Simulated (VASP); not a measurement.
Band structure of CeO₂ (fluorite). All values below come from revTPSS meta-GGA, VASP's PBE PAW potentials (set 64) (plane waves; VASP).

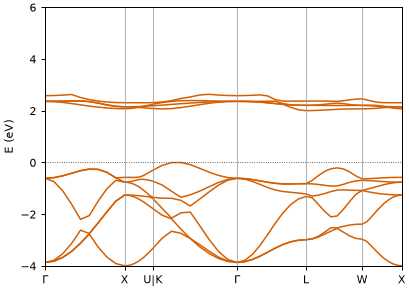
Bands along high-symmetry lines, zero at the valence-band maximum or, without a gap, the Fermi level

Problem. Read the plot: is there a gap, and where are the band edges?

Solution. The gap is indirect, 2.00 eV, from the valence maximum at (-0.25, 0.25, 0.00) to the conduction minimum at L.

The compound is CeO2 in the fluorite structure. It was relaxed first. The run is not spin-polarised, so no magnetic state was tried.
